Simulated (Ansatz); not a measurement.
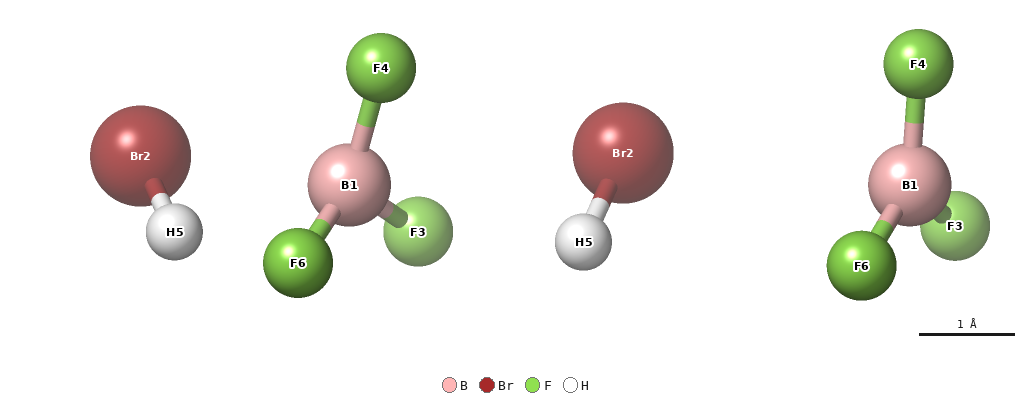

Two geometries of BHBrF₃ (started from a transition state, displaced along its imaginary mode), drawn at one scale. One is the start of a relaxation, the other its converged end. The picture is a ball-and-stick view, seen from a free direction.

These are results of RKS PBE0-D4/def2-TZVP (Ansatz), not measurements. (force threshold 0.005 eV/Å; at most 200 steps)

Which one is relaxed?

Answer. The right one is the relaxed one. The largest move after the best rigid fit is that of H5, 1.13 Å. Largest moves by element: H 1.13 Å, F 0.54 Å, B 0.49 Å, Br 0.37 Å. Some distances before and after: B1–Br2 2.408 → 3.260 Å, Br2–F6 2.665 → 3.453 Å, Br2–H5 1.349 → 1.422 Å, B1–F3 1.351 → 1.312 Å. Bond angles that change, for instance: F3–B1–F4 116.6° → 120.1°. Over 18 accepted moves (19 points after the start) the energy falls by 1.114 eV. Largest force component: 5 eV/Å at the start, 0.0022 eV/Å at the end. The line search rejected the trial step at point 10 of the run. The run took 50 s on 4 threads of Arm Neoverse V1, on a shared host.
